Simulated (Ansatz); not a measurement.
Partial pair distribution functions of a relaxed model of amorphous Ge12Sb12S36, broadened by 0.06 Å; density 3.83 g/cm³. These are PBE-D3(BJ), scalar-relativistic without spin-orbit coupling (plane waves to 420 eV, PAW; Ansatz, a program for electronic structure) values and carry that method's errors.

A CHGNet melt-quench gave the starting glass, which DFT then relaxed. The hot cell started wider than the set density and was brought back towards it in steps. It is the lowest in DFT energy of 3 quenches. It is a model cell: composition and starting density were chosen by hand, and all elements were melted together. The geometry includes D3(BJ) dispersion. Its density started from a set value of 3.43 and ended at 3.83 g/cm³. The quench (nominally 99 K/ps over its main leg) was far faster than any real one, so the model tends to hold more defects than a real film. A cell of this size samples the disorder only roughly. Volume and shape were free in the relaxation.

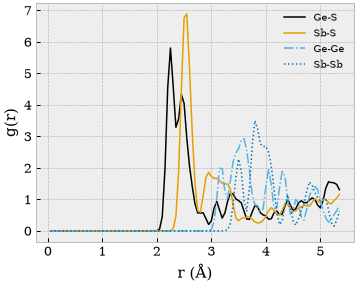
Figure: Partial pair distribution functions

Highest peaks under 4.5 Å: Ge-S near 2.25 Å, Sb-S near 2.55 Å, Ge-Ge near 3.60 Å, Sb-Sb near 3.80 Å; pairs of few atoms are noisy.

Within 2.78 Å each Ge has 3.42 S neighbours on average.
